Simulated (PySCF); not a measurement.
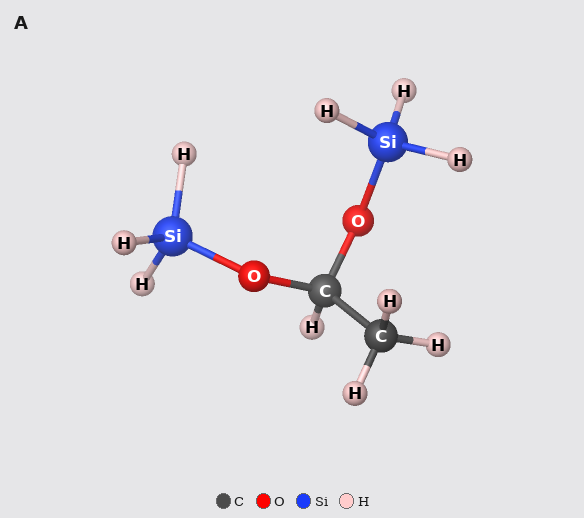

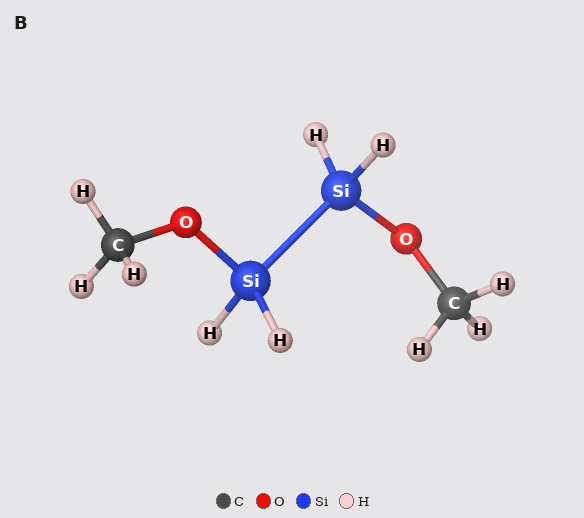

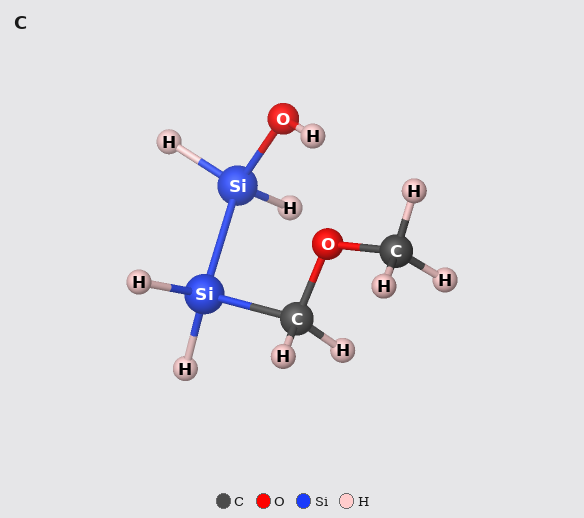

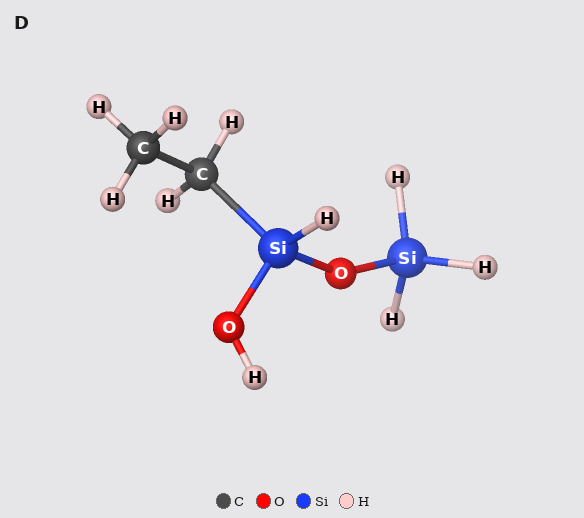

4 stationary structures of one formula. Geometries: GFN2-xTB. Electronic energies: PBE0/pcSseg-1 (PySCF 2.14.0), without zero-point energy. No frequency run is at hand to confirm each as a minimum. Each is one conformer, not always the lowest.

Rank them by energy, lowest first.

D is lowest; A lies 2.370 eV above it, B lies 2.769 eV above it, C lies 3.148 eV above it. A is `CC(O[SiH3])O[SiH3]`, B is `CO[SiH2][SiH2]OC`, C is `COC[SiH2][SiH2]O`, D is `CC[Si@@H](O)O[SiH3]`.

The geometry is semi-empirical. Around Si such bond lengths and angles can be off by a tenth of an ångström or more and by several degrees, and values that hang on the shape move with them.
